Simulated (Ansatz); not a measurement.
# Settings and their price: twisted h-SiC/h-AlN monolayer on bilayer, 46.83° (114 atoms)

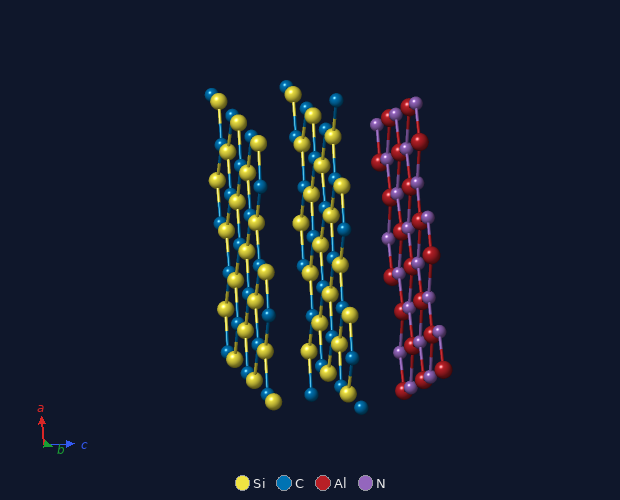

The cell (silicon yellow, carbon blue, aluminium red, nitrogen purple). Bonds to atoms that aren't drawn are left out. Some periodic images of atoms are drawn too.

The cell holds 114 atoms: 38 Si, 38 C, 19 Al and 19 N. Cell: a = 13.578 Å, b = 13.578 Å, c = 18.580 Å, α = 90.0°, β = 90.0°, γ = 120.0°. It derives from SiC and AlN. h-SiC (a = 3.1 Å) under h-AlN (a = 3.13 Å), monolayer on bilayer, commensurate cell of 19 unit cells a layer, twist 46.83 deg, both strained to the mean lattice constant; facing planes 3.19, 3.39 Å apart; 12 Å of vacuum; layers as built, displaced by a Gaussian of 0.01 Å. Regions: layer 1, 38 atoms (19 Si and 19 C); layer 2, 38 atoms (19 Si and 19 C); layer 3, 38 atoms (19 Al and 19 N). Vacuum lies along c.

Geometry: as built.

Reference run: Kohn-Sham DFT, PBE+D4, PAW (set soft_2), plane waves (Ansatz 0.2.0), cutoff 420 eV, k-mesh 3×3×1, fixed occupations.

* r.m.s. force component: 0.3355 eV/Å
* gap (highest filled to lowest empty level): 1.857 eV
* SCF cycles: 9
* time: 13 min on 4 threads of Arm Neoverse V1, shared host

**Question.** The same geometry is run again with each of these changes. How far do the results move, and how long does each run take?
- support functions medium
- support functions low
- support functions medium, radius 3.76 Å
- support functions medium, radius 4.07 Å
- support functions medium, radius 4.35 Å
- support functions medium, radius 4.66 Å

Each row is set against the plane-wave reference (Kohn-Sham DFT, PBE+D4, PAW (set soft_2), plane waves; r.m.s. force component 0.336 eV/Å). Energies are set beside the reference only for runs with its functional, potentials and electron count. Times are for 4 threads of Arm Neoverse V1, shared host. The reference's time includes the DOS, ELF and grids, which some other runs skip.

```csv
run,"Δ force, r.m.s. (meV/Å)",share of r.m.s. force (%),Δ energy (meV/atom),Δ gap (eV),cycles,time,host memory (GiB)
reference,-,-,-,-,9,13 min,7.0
support functions medium,0.218,0.0649,-2.18,-1.0e-4,14,6 min,5.6
support functions low,0.273,0.0814,-2.18,1.0e-4,13,5.3 min,5.4
"support functions medium, radius 3.76 Å",0.228,0.0679,-2.18,-1.0e-4,15,5.9 min,5.4
"support functions medium, radius 4.07 Å",0.195,0.0581,-2.18,0,14,6.2 min,5.8
"support functions medium, radius 4.35 Å",0.181,0.0541,-2.18,1.0e-4,14,6.7 min,6.1
"support functions medium, radius 4.66 Å",0.187,0.0558,-2.18,1.0e-4,15,7.3 min,6.7
```

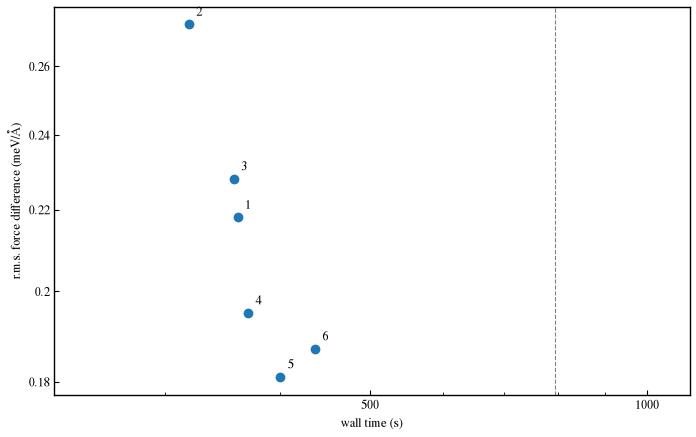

Force difference from the reference against wall time; the dashed line marks the reference's time. Points: 1 support functions medium; 2 support functions low; 3 support functions medium, radius 3.76 Å; 4 support functions medium, radius 4.07 Å; 5 support functions medium, radius 4.35 Å; 6 support functions medium, radius 4.66 Å.

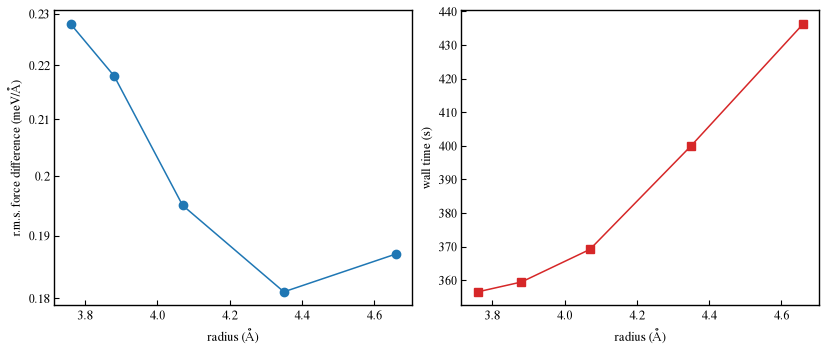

Force difference and time against the radius.

Among numerical settings the force difference runs from 0.18 meV/Å (support functions medium, radius 4.35 Å) to 0.27 meV/Å (support functions low). Differences between support functions and plane waves include what basis error the plane-wave run still has. As the radius goes from 3.76 to 4.66 Å, the force difference goes from 0.23 to 0.19 meV/Å (not steadily; the least is 0.18 at 4.35 Å), and the time from 5.9 min to 7.3 min. The slab bears a dipole and has periodic images along its normal, so a spurious field crosses the vacuum.

[Logs are printed without paths, hosts, clocks, repeated set-up lines and the standing remarks that a program may print on its own settings, such as how far it seeks lower states.]

[Hosts, paths, dates, database ids (printed as entryN), source tags and the programs' standing remarks are cut or masked in the printed files.]
